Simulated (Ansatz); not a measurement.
C2H9Al: several calculations on one system

**1. Relaxation**

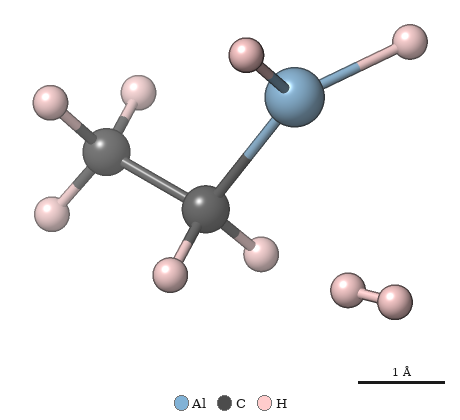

This is the input geometry for a relaxation of C2H9Al. A ball-and-stick model, seen from a free direction.

The run prepares an end point of a later path (reaction) calculation, from a guessed geometry.

Computed with RKS PBE0/6-31G* in Ansatz 0.2.0.

Input file:
```yaml
crystal:
  periodic: [false, false, false]
  atoms:
    - { symbol: Al, position_ang: [-0.078734, 0.169878, 0.227331] }
    - { symbol: C, position_ang: [0.059219, 0.101613, 2.192204] }
    - { symbol: H, position_ang: [-0.863028, -0.302241, 2.631232] }
    - { symbol: H, position_ang: [0.868047, -0.580892, 2.488554] }
    - { symbol: C, position_ang: [0.340427, 1.49193, 2.794631] }
    - { symbol: H, position_ang: [0.502576, 1.457316, 3.879477] }
    - { symbol: H, position_ang: [1.232328, 1.957772, 2.355667] }
    - { symbol: H, position_ang: [-0.498874, 2.177179, 2.623794] }
    - { symbol: H, position_ang: [1.258215, 0.207987, -0.644486] }
    - { symbol: H, position_ang: [-1.48842, 0.272548, -0.513846] }
    - { symbol: H, position_ang: [-0.292724, -2.529261, 0.750493] }
    - { symbol: H, position_ang: [-0.196132, -1.97753, 1.190647] }
basis:
  gaussian: { orbitals: "6-31G*" }
hamiltonian:
  xc: pbe0
relax:
  f_tol: 0.03
  max_steps: 50
```

Launched with:
```bash
ansatz run input.yaml --threads 1 --pin off --max-ram 2048MiB --backend cpu --events-out ev --progress --plain --runs-dir out
```

Where does the relaxation end?

Answer. H11 moves most after the best rigid fit: 0.68 Å. Largest moves by element: H 0.68 Å, Al 0.24 Å, C 0.17 Å. Near-neighbour distances that change, for instance: Al1–H11 2.758 → 2.339 Å, H11–H12 0.712 → 0.749 Å, Al1–H12 2.357 → 2.320 Å, Al1–C2 1.971 → 1.976 Å. Over 6 accepted moves (7 points after the start) the energy falls by 12.7 kJ/mol. The largest force component goes from 1.2 to 0.02 eV/Å. The line search rejected the trial step at point 5 of the run. The run took 27 s on 1 thread of Arm Neoverse V1, on a shared host, peak memory 0.13 GiB.

Final geometry:

```xyz
12

Al   -0.0908   -0.0019    0.3881
C     0.0816    0.1544    2.3507
H    -0.8295   -0.2193    2.8376
H     0.9019   -0.4872    2.7019
C     0.3450    1.5985    2.8069
H     0.4446    1.6706    3.8975
H     1.2701    2.0005    2.3756
H    -0.4694    2.2745    2.5177
H     1.2134   -0.0698   -0.5352
H    -1.5180    0.1131   -0.3241
H    -0.3098   -2.3140    0.1097
H    -0.1961   -2.2732    0.8493
```

The end point in the same view:

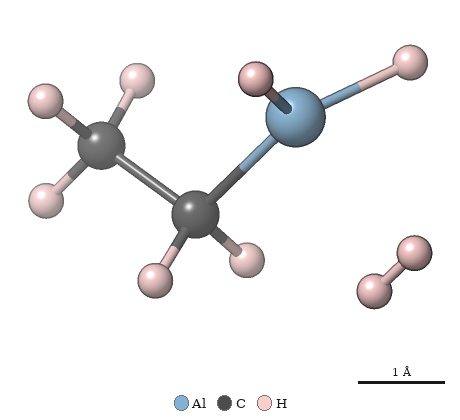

**2. Relaxation**

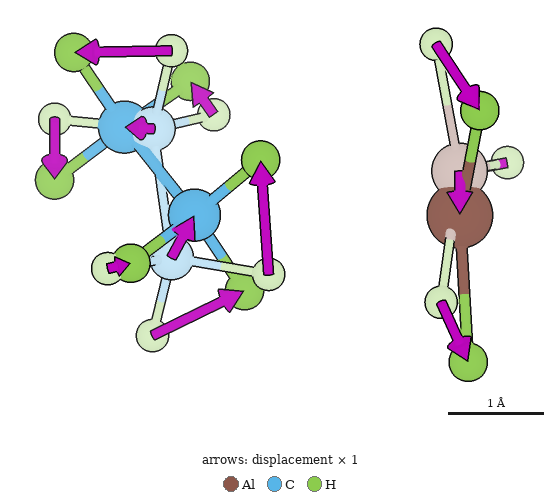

A relaxation of C2H9Al. The starting structure is drawn faded, the final one solid; purple arrows show the displacements, at their true length. The two geometries are superimposed by the best rigid fit.

The picture is a ball-and-stick view, seen at a tilt.

The run prepares an end point of a later path (reaction) calculation, from a guessed geometry.

All numbers below come from RKS PBE0/6-31G* (Ansatz).

Input file:
```yaml
crystal:
  periodic: [false, false, false]
  atoms:
    - { symbol: Al, position_ang: [-0.183798, -0.243772, -0.379156] }
    - { symbol: C, position_ang: [0.083466, -0.317388, 2.776522] }
    - { symbol: H, position_ang: [-0.858838, -0.524266, 3.295763] }
    - { symbol: H, position_ang: [0.899278, -0.767641, 3.356856] }
    - { symbol: C, position_ang: [0.294994, 1.184414, 2.600634] }
    - { symbol: H, position_ang: [0.342026, 1.670707, 3.582059] }
    - { symbol: H, position_ang: [1.238399, 1.397391, 2.088292] }
    - { symbol: H, position_ang: [-0.50955, 1.678856, 2.042865] }
    - { symbol: H, position_ang: [1.257625, 0.380585, -0.653702] }
    - { symbol: H, position_ang: [-1.494691, 0.591812, -0.725354] }
    - { symbol: H, position_ang: [-0.270174, -1.714439, 0.164959] }
    - { symbol: H, position_ang: [0.044161, -0.88996, 1.825961] }
basis:
  gaussian: { orbitals: "6-31G*" }
hamiltonian:
  xc: pbe0
relax:
  f_tol: 0.03
  max_steps: 50
output:
  orbitals: {}
```

Run as
```bash
ansatz run input.yaml --threads 1 --pin off --max-ram 2048MiB --backend cpu --events-out ev --progress --plain --runs-dir out
```

### Atoms of which element are displaced furthest, and by how much?

Hydrogen: up to 1.26 Å, against 0.52 Å for carbon.

### Describe the change and its energy.

After 30 accepted moves (32 points after the start) the energy has fallen by 5.18 kcal/mol. Largest force component: 0.47 eV/Å at the start, 0.011 eV/Å at the end. The line search rejected the trial steps at points 21, 31 of the run. The atom that moves furthest after the best rigid fit is H12 (1.26 Å). Largest moves by element: H 1.26 Å, C 0.52 Å, Al 0.47 Å. Some distances before and after: Al1–C2 3.168 → 2.794 Å, Al1–H12 2.309 → 2.261 Å, Al1–H11 1.570 → 1.595 Å, C2–C5 1.527 → 1.521 Å. Bond angles that change, for instance: H3–C2–H12 106.1° → 111.3°, C5–C2–H12 114.4° → 110.2°, C2–C5–H8 113.6° → 111.1°.

**3. Path**

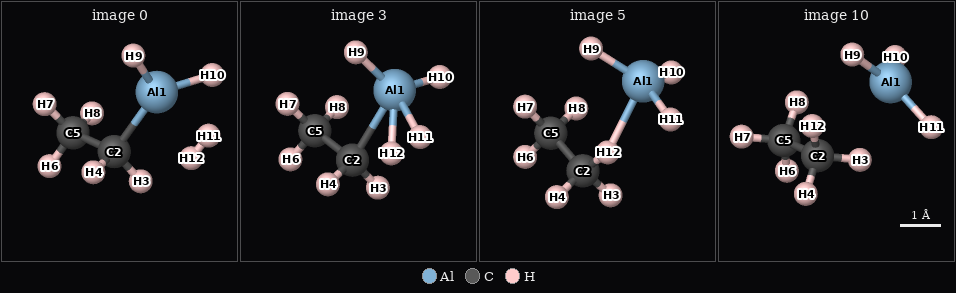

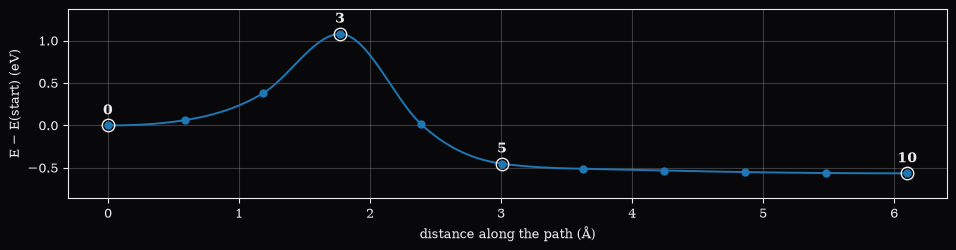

A nudged-elastic-band calculation for C₂H₉Al, made up at the start of C2H7Al and H$_{2}$. Images are numbered from 0 (start) to 10 (end). A ball-and-stick model, seen from a free direction.

Method: Ansatz 0.2.0, RKS PBE0/6-31G*. Run with 9 movable images; climbing image; force threshold 0.05 eV/Å; iteration limit 60; starting path through a guess of the saddle point.

Q: What happens along the path, and what is the barrier?

A: Forward barrier 1.08 eV, backward barrier 1.65 eV, with image 3 at the top; the reaction energy is −0.57 eV. Breaking: Al1–C2 (1.98 → 2.15 at the top → 2.79 Å), H11–H12 (0.75 → 1.07 at the top → 3.06 Å). Forming: Al1–H11 (2.34 → 1.75 at the top → 1.60 Å), C2–H12 (2.87 → 1.50 at the top → 1.11 Å). The band converged in 14 iterations. The largest component of the band force went from 7 to 0.023 eV/Å. The climbing image converged on the top of the path. Its vibrational analysis gives 2 imaginary modes over 30i cm⁻¹, so it isn't confirmed as a transition state.

Limits of the set-up: the start holds two separate molecules, 2.3 Å apart at their closest, whose relative position is a soft coordinate and is computed without a dispersion correction.

Cost: 6.4 min on 1 thread of Arm Neoverse V1, on a shared host, peak memory 0.13 GiB.
